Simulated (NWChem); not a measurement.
**C6H6 (fulvene): levels of theory compared**

Aim: a comparison of 6 runs (r2SCAN/def2-SVP, BLYP/def2-SVP, PBE/def2-SVP, SVWN5/def2-SVP, TPSS/def2-SVP, revPBE/def2-SVP) of C6H6 (fulvene). 

The calculation is run with NWChem 7.3.0.

**1. The system as given**

C6H6: 12 atoms, total charge 0, spin state singlet. SMILES: `C=C1C=CC=C1`. The coordinates come from a PBE0-D4/def2-TZVP relaxation.

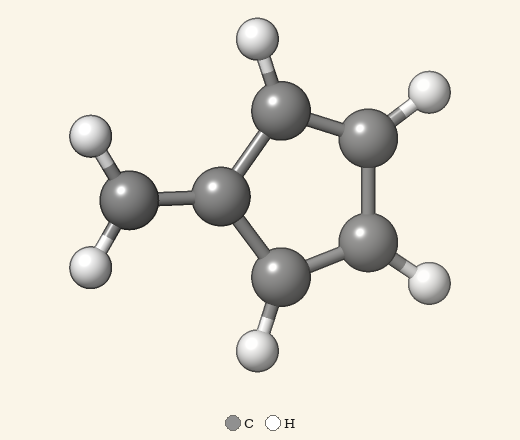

The structure, seen from a chosen angle (carbon grey, hydrogen white).

**2. Energy and forces at r2SCAN/def2-SVP (run 1)**

Contents of c6h6.xyz:

```xyz
12

C     -0.818100    -1.597600     0.906600
C     -0.269900    -0.537800     0.305500
C      0.652900     0.430400     0.902600
C      0.964800     1.337500    -0.041700
C      0.261500     0.997400    -1.282700
C     -0.471600    -0.113400    -1.081700
H     -1.493400    -2.259800     0.376500
H     -0.605400    -1.830200     1.944100
H      1.002400     0.394600     1.924400
H      1.624900     2.186300     0.076600
H      0.333200     1.561600    -2.202900
H     -1.104400    -0.624200    -1.793300
```

Contents of run.py:

```python
from ase.io import read
from ase.calculators.nwchem import NWChem

system = read('c6h6.xyz')

calc = NWChem(
    label='c6h6',
    theory='dft',
    memory='2200 mb',
    basis='def2-SVP',
    basispar='spherical bse',
    dft={'xc': 'r2scan', 'mult': '1', 'grid': 'fine', 'convergence': 'energy 1e-08', 'iterations': '100', 'mulliken': None, 'print': 'low'},
)
system.calc = calc

forces = system.get_forces()
e = system.get_potential_energy()
print(f"E = {e:.6f} eV")
print("forces (eV/A):")
for s, f in zip(system.symbols, forces):
    print(f"{s:2s} {f[0]:10.5f} {f[1]:10.5f} {f[2]:10.5f}")
```

The run is started by

```console
$ export ASE_NWCHEM_COMMAND="nwchem PREFIX.nwi > PREFIX.nwo"
$ python run.py
```

Standard output:

```text
E = -6309.691257 eV
forces (eV/A):
C    -0.19432   -0.37754    0.21649
C     0.19458    0.37194   -0.20816
C    -0.09986   -0.31352    0.35034
C     0.09523    0.31527   -0.36299
C     0.27819    0.40495   -0.04407
C    -0.27274   -0.39821    0.04607
H    -0.23330   -0.22754   -0.18347
H     0.07343   -0.07832    0.35445
H     0.12136   -0.01733    0.36366
H     0.23330    0.30185    0.03769
H     0.02767    0.20214   -0.32365
H    -0.22363   -0.18363   -0.24636
```

The calculator wrote c6h6.nwi:

```
title "c6h6"

permanent_dir c6h6

scratch_dir c6h6

start c6h6

geometry units angstrom nocenter noautosym noautoz
  C  -8.1810000000000005e-01 -1.5975999999999999e+00 9.0659999999999996e-01
  C  -2.6989999999999997e-01 -5.3779999999999994e-01 3.0549999999999999e-01
  C  6.5290000000000004e-01 4.3040000000000000e-01 9.0259999999999996e-01
  C  9.6479999999999999e-01 1.3374999999999999e+00 -4.1700000000000001e-02
  C  2.6150000000000001e-01 9.9739999999999995e-01 -1.2827000000000000e+00
  C  -4.7160000000000002e-01 -1.1340000000000000e-01 -1.0817000000000001e+00
  H  -1.4934000000000001e+00 -2.2597999999999998e+00 3.7650000000000000e-01
  H  -6.0540000000000005e-01 -1.8302000000000000e+00 1.9440999999999999e+00
  H  1.0024000000000000e+00 3.9460000000000001e-01 1.9244000000000001e+00
  H  1.6249000000000000e+00 2.1863000000000001e+00 7.6600000000000001e-02
  H  3.3320000000000000e-01 1.5616000000000001e+00 -2.2029000000000001e+00
  H  -1.1044000000000000e+00 -6.2419999999999998e-01 -1.7932999999999999e+00
end

memory 2200 mb

basis spherical bse noprint
   * library def2-SVP
end

dft
  xc r2scan
  mult 1
  grid fine
  convergence energy 1e-08
  iterations 100
  mulliken
  print low
end

task dft gradient
```

c6h6.nwo:

```text
Northwest Computational Chemistry Package (NWChem) 7.3.0
             --------------------------------------------------------

           Job information
           ---------------

    nwchem branch   = 7.3.0
    use scalapack   = T
    input           = c6h6.nwi
    prefix          = c6h6.
    data base       = c6h6/c6h6.db
    status          = startup
    nproc           =        1

           Memory information
           ------------------

    heap     =     72089598 doubles =      550.0 Mbytes
    stack    =     72089595 doubles =      550.0 Mbytes
    global   =    144179200 doubles =     1100.0 Mbytes (distinct from heap & stack)
    total    =    288358393 doubles =     2200.0 Mbytes
    verify   = yes
    hardfail = no

[... 36 lines left out ...]
            Nuclear Dipole moment (a.u.)
[... 81 lines left out ...]
   convergence    iter        energy       DeltaE   RMS-Dens  Diis-err    time
[... 14 lines left out ...]
         Total DFT energy =     -231.876878724143
      One electron energy =     -710.123243222802
           Coulomb energy =      311.158520556385
    Exchange-Corr. energy =      -34.575717539459
 Nuclear repulsion energy =      201.663561481734
[... 21 lines left out ...]
    Atom       Charge   Shell Charges
 -----------   ------   -------------------------------------------------------
    1 C    6     5.98   1.97  0.61  0.32  1.83  1.19  0.07
    2 C    6     6.03   1.97  0.62  0.28  1.91  1.14  0.12
    3 C    6     6.05   1.97  0.61  0.30  1.91  1.18  0.09
[... 8 lines of this table left out ...]
   12 H    1     0.98   0.63  0.27  0.07

                         DFT ENERGY GRADIENTS

    atom               coordinates                        gradient
                 x          y          z           x          y          z
   1 C      -1.545985  -3.019026   1.713226    0.003779   0.007342  -0.004210
   2 C      -0.510037  -1.016295   0.577311   -0.003784  -0.007233   0.004048
   3 C       1.233802   0.813338   1.705667    0.001942   0.006097  -0.006813
[... 8 lines of this table left out ...]
  12 H      -2.087013  -1.179567  -3.388846    0.004349   0.003571   0.004791

 Task  times  cpu:       34.3s     wall:       34.3s
 Total times  cpu:       34.3s     wall:       34.3s
```

Run time: 35 s. Hardware: 1 thread of Intel Xeon 6975P-C (Granite Rapids), shared host; peak memory 0.12 GiB.

**3. Energy and gradient at BLYP/def2-SVP (run 2)**

Contents of run.py:

```python
from ase import Atoms
from ase.calculators.nwchem import NWChem

atoms = Atoms(['C', 'C', 'C', 'C', 'C', 'C', 'H', 'H', 'H', 'H', 'H', 'H'], positions=[
    [-0.818100, -1.597600, 0.906600],
    [-0.269900, -0.537800, 0.305500],
    [0.652900, 0.430400, 0.902600],
    [0.964800, 1.337500, -0.041700],
    [0.261500, 0.997400, -1.282700],
    [-0.471600, -0.113400, -1.081700],
    [-1.493400, -2.259800, 0.376500],
    [-0.605400, -1.830200, 1.944100],
    [1.002400, 0.394600, 1.924400],
    [1.624900, 2.186300, 0.076600],
    [0.333200, 1.561600, -2.202900],
    [-1.104400, -0.624200, -1.793300],
])

calc = NWChem(
    label='c6h6',
    theory='dft',
    memory='2200 mb',
    basis='def2-SVP',
    basispar='spherical bse',
    dft={'xc': 'becke88 lyp', 'mult': '1', 'grid': 'fine', 'convergence': 'energy 1e-08', 'iterations': '100', 'mulliken': None},
)
atoms.calc = calc

forces = atoms.get_forces()
print(f"energy = {atoms.get_potential_energy():.6f} eV")
print("forces (eV/A):")
for s, f in zip(atoms.symbols, forces):
    print(f"{s:2s} {f[0]:10.5f} {f[1]:10.5f} {f[2]:10.5f}")
print("dipole (e A):", atoms.get_dipole_moment().round(4))
```

The run is started by

```console
$ export ASE_NWCHEM_COMMAND="nwchem PREFIX.nwi > PREFIX.nwo"
$ python run.py
```

Standard output:

```text
energy = -6310.554104 eV
forces (eV/A):
C    -0.29912   -0.57999    0.33136
C     0.16656    0.31805   -0.17761
C    -0.02509   -0.35373    0.63326
C     0.29161    0.60148   -0.39451
C     0.34607    0.62899   -0.30231
C    -0.45303   -0.56173   -0.12094
H    -0.37194   -0.37708   -0.26565
H     0.09842   -0.14866    0.56132
H     0.18563   -0.02638    0.55644
H     0.35954    0.46666    0.05538
H     0.04484    0.31419   -0.49843
H    -0.34350   -0.28174   -0.37847
dipole (e A): [-0.0513 -0.0992  0.0562]
```

The calculator wrote c6h6.nwi:

```
title "c6h6"

permanent_dir c6h6

scratch_dir c6h6

start c6h6

geometry units angstrom nocenter noautosym noautoz
  C  -8.1810000000000005e-01 -1.5975999999999999e+00 9.0659999999999996e-01
  C  -2.6989999999999997e-01 -5.3779999999999994e-01 3.0549999999999999e-01
  C  6.5290000000000004e-01 4.3040000000000000e-01 9.0259999999999996e-01
  C  9.6479999999999999e-01 1.3374999999999999e+00 -4.1700000000000001e-02
  C  2.6150000000000001e-01 9.9739999999999995e-01 -1.2827000000000000e+00
  C  -4.7160000000000002e-01 -1.1340000000000000e-01 -1.0817000000000001e+00
  H  -1.4934000000000001e+00 -2.2597999999999998e+00 3.7650000000000000e-01
  H  -6.0540000000000005e-01 -1.8302000000000000e+00 1.9440999999999999e+00
  H  1.0024000000000000e+00 3.9460000000000001e-01 1.9244000000000001e+00
  H  1.6249000000000000e+00 2.1863000000000001e+00 7.6600000000000001e-02
  H  3.3320000000000000e-01 1.5616000000000001e+00 -2.2029000000000001e+00
  H  -1.1044000000000000e+00 -6.2419999999999998e-01 -1.7932999999999999e+00
end

memory 2200 mb

basis spherical bse noprint
   * library def2-SVP
end

dft
  xc becke88 lyp
  mult 1
  grid fine
  convergence energy 1e-08
  iterations 100
  mulliken
end

task dft gradient
```

c6h6.nwo:

```text
Northwest Computational Chemistry Package (NWChem) 7.3.0
             --------------------------------------------------------

           Job information
           ---------------

    nwchem branch   = 7.3.0
    use scalapack   = T
    input           = c6h6.nwi
    prefix          = c6h6.
    data base       = c6h6/c6h6.db
    status          = startup
    nproc           =        1

           Memory information
           ------------------

    heap     =     72089598 doubles =      550.0 Mbytes
    stack    =     72089595 doubles =      550.0 Mbytes
    global   =    144179200 doubles =     1100.0 Mbytes (distinct from heap & stack)
    total    =    288358393 doubles =     2200.0 Mbytes
    verify   = yes
    hardfail = no

[... 109 lines left out ...]
  convergence criterion.
[... 35 lines left out ...]
          Spatial weights used:  Erf1
[... 99 lines left out ...]
         Total DFT energy =     -231.908587769683
[... 3 lines left out ...]
 Nuclear repulsion energy =      201.663561481734
[... 872 lines left out ...]
          Convergence on gradient requested:  5.00D-04
[... 22 lines left out ...]
          total energy or number of iterations.
[... 26 lines left out ...]
                         DFT ENERGY GRADIENTS

    atom               coordinates                        gradient
                 x          y          z           x          y          z
   1 C      -1.545985  -3.019026   1.713226    0.005817   0.011279  -0.006444
   2 C      -0.510037  -1.016295   0.577311   -0.003239  -0.006185   0.003454
   3 C       1.233802   0.813338   1.705667    0.000488   0.006879  -0.012315
[... 8 lines of this table left out ...]
  12 H      -2.087013  -1.179567  -3.388846    0.006680   0.005479   0.007360

                 ----------------------------------------
                 |  Time  |  1-e(secs)   |  2-e(secs)   |
                 ----------------------------------------
                 |  CPU   |       0.01   |       2.55   |
                 ----------------------------------------
                 |  WALL  |       0.01   |       2.55   |
                 ----------------------------------------

 Task  times  cpu:       30.2s     wall:       30.2s
 Total times  cpu:       30.2s     wall:       30.2s
```

Wall time 31 s (1 thread of Intel Xeon 6975P-C (Granite Rapids), shared host); peak memory 0.12 GiB.

Run 3 isn't shown in full; the table further down has it.

**4. Energy and gradient at SVWN5/def2-SVP (run 4)**

Contents of mymol.nw:

```
start mymol
memory total 2200 mb
charge 0

geometry units angstrom noautosym nocenter noautoz
 C     -0.818100    -1.597600     0.906600
 C     -0.269900    -0.537800     0.305500
 C      0.652900     0.430400     0.902600
 C      0.964800     1.337500    -0.041700
 C      0.261500     0.997400    -1.282700
 C     -0.471600    -0.113400    -1.081700
 H     -1.493400    -2.259800     0.376500
 H     -0.605400    -1.830200     1.944100
 H      1.002400     0.394600     1.924400
 H      1.624900     2.186300     0.076600
 H      0.333200     1.561600    -2.202900
 H     -1.104400    -0.624200    -1.793300
end

basis spherical bse
 * library def2-SVP
end

dft
 xc slater vwn_5
 grid fine
 convergence energy 1e-08
 iterations 100
 mulliken
end

task dft gradient
```

The run is started by

```console
$ nwchem mymol.nw > mymol.out
```

Standard output:

```text
[...]
          Wavefunction type:  closed shell.
          No. of atoms     :    12
          No. of electrons :    42
[...]
          Charge           :     0
          Spin multiplicity:     1
[...]
          AO basis - number of functions:   114
[...]
              XC Information
              --------------
                        Slater Exchange Functional  1.000 local
                      VWN V Correlation Functional  1.000 local
[...]
 d= 0,ls=0.0,diis     1   -229.8132506679 -4.31D+02  1.10D-02  7.91D-01     1.6
[...]
 d= 0,ls=0.0,diis    13   -229.8708148078 -3.12D-11  3.87D-08  2.00D-11    16.2
         Total DFT energy =     -229.870814807812
      One electron energy =     -710.222281374379
           Coulomb energy =      311.197654067641
    Exchange-Corr. energy =      -32.509748982808
 Nuclear repulsion energy =      201.663561481734
[...]
  wavefunction    = closed shell
                         DFT ENERGY GRADIENTS
    atom               coordinates                        gradient
                 x          y          z           x          y          z
   1 C      -1.545985  -3.019026   1.713226   -0.000009   0.000017  -0.000059
   2 C      -0.510037  -1.016295   0.577311   -0.006001  -0.011514   0.006480
   3 C       1.233802   0.813338   1.705667    0.007471   0.008484   0.003515
   4 C       1.823208   2.527509  -0.078802    0.005604   0.002106   0.011064
   5 C       0.494163   1.884813  -2.423952   -0.006466  -0.003754  -0.010158
   6 C      -0.891195  -0.214295  -2.044117   -0.000625   0.004590  -0.010790
   7 H      -2.822117  -4.270403   0.711482    0.008495   0.008091   0.007103
   8 H      -1.144040  -3.458577   3.673816   -0.002972   0.002527  -0.013074
   9 H       1.894261   0.745686   3.636589   -0.004362   0.000670  -0.013178
  10 H       3.070616   4.131508   0.144753   -0.008393  -0.010780  -0.001519
  11 H       0.629657   2.950996  -4.162877   -0.000892  -0.007147   0.011690
[...]
```

Run time: 20 s. Hardware: 1 thread of Intel Xeon 6975P-C (Granite Rapids), shared host; peak memory 0.12 GiB.

Run 5 isn't shown in full; the table further down has it.

**5. Energy and forces at revPBE/def2-SVP (run 6)**

Contents of a.nw:

```
start a
title "C6H6 gradient"
memory stack 880 mb heap 220 mb global 1100 mb
charge 0

geometry units angstrom noautosym nocenter noautoz
 C     -0.818100    -1.597600     0.906600
 C     -0.269900    -0.537800     0.305500
 C      0.652900     0.430400     0.902600
 C      0.964800     1.337500    -0.041700
 C      0.261500     0.997400    -1.282700
 C     -0.471600    -0.113400    -1.081700
 H     -1.493400    -2.259800     0.376500
 H     -0.605400    -1.830200     1.944100
 H      1.002400     0.394600     1.924400
 H      1.624900     2.186300     0.076600
 H      0.333200     1.561600    -2.202900
 H     -1.104400    -0.624200    -1.793300
end

basis "ao basis" spherical bse
 * library def2-SVP
end

dft
 xc revpbe cpbe96
 grid fine
 convergence energy 1e-08
 iterations 100
 mulliken
 noprint "final vectors analysis"
end

task dft gradient
```

The run is started by

```console
$ nwchem a.nw > a.out
```

Standard output:

```text
[...]
          Wavefunction type:  closed shell.
          No. of atoms     :    12
          No. of electrons :    42
[...]
          Charge           :     0
          Spin multiplicity:     1
[...]
          AO basis - number of functions:   114
[...]
              XC Information
              --------------
                        RevPBE Exchange Functional  1.000
            Perdew 1991 LDA Correlation Functional  1.000 local
           PerdewBurkeErnz. Correlation Functional  1.000 non-local
[...]
 d= 0,ls=0.0,diis     1   -231.9135412173 -4.34D+02  9.25D-03  4.05D-01     2.4
[...]
 d= 0,ls=0.0,diis    12   -231.9622825212 -4.86D-09  8.47D-08  4.68D-11    24.9
         Total DFT energy =     -231.962282521211
      One electron energy =     -710.251693235220
           Coulomb energy =      311.301357069210
    Exchange-Corr. energy =      -34.675507836935
 Nuclear repulsion energy =      201.663561481734
[...]
  wavefunction    = closed shell
                         DFT ENERGY GRADIENTS
    atom               coordinates                        gradient
                 x          y          z           x          y          z
   1 C      -1.545985  -3.019026   1.713226    0.006342   0.012295  -0.007021
   2 C      -0.510037  -1.016295   0.577311   -0.004865  -0.009329   0.005236
   3 C       1.233802   0.813338   1.705667    0.001526   0.008220  -0.012140
   4 C       1.823208   2.527509  -0.078802   -0.004581  -0.011136   0.009527
   5 C       0.494163   1.884813  -2.423952   -0.007773  -0.012703   0.003972
   6 C      -0.891195  -0.214295  -2.044117    0.008931   0.011821   0.000910
   7 H      -2.822117  -4.270403   0.711482    0.007768   0.007865   0.005571
   8 H      -1.144040  -3.458577   3.673816   -0.002072   0.003088  -0.011733
   9 H       1.894261   0.745686   3.636589   -0.003940   0.000470  -0.011634
  10 H       3.070616   4.131508   0.144753   -0.007579  -0.009823  -0.001196
  11 H       0.629657   2.950996  -4.162877   -0.000926  -0.006600   0.010514
[...]
```

It took 30 s on 1 thread of Intel Xeon 6975P-C (Granite Rapids), shared host; peak memory 0.12 GiB.

**6. All runs side by side**

| run | level | energy (Eh) | largest force (eV/Å) | wall time |
| --- | --- | --- | --- | --- |
| 1 | r2SCAN/def2-SVP | -231.876879 | 0.493 | 35 s |
| 2 | BLYP/def2-SVP | -231.908588 | 0.779 | 31 s |
| 3 | PBE/def2-SVP | -231.714697 | 0.660 | 30 s |
| 4 | SVWN5/def2-SVP | -229.870815 | 0.746 | 20 s |
| 5 | TPSS/def2-SVP | -232.073358 | 0.658 | 35 s |
| 6 | revPBE/def2-SVP | -231.962283 | 0.798 | 30 s |

**7. Results**

| quantity | value |
| --- | --- |
| run 6: total energy | -231.96228 Eh |
| run 6: dipole moment | 0.64 D |
| run 6: largest force on an atom | 0.798 eV/Å |

Over runs 2, 3, 4, 5, 6 the dipole moment (its size) runs from 0.60 D (BLYP/def2-SVP) to 0.65 D (TPSS/def2-SVP). Over runs 2, 3, 4, 5 the HOMO–LUMO gap runs from 2.55 eV (SVWN5/def2-SVP) to 2.72 eV (TPSS/def2-SVP). Totals of different functionals can't be ranked against each other. All runs together took 3 min, the longest 35 s.
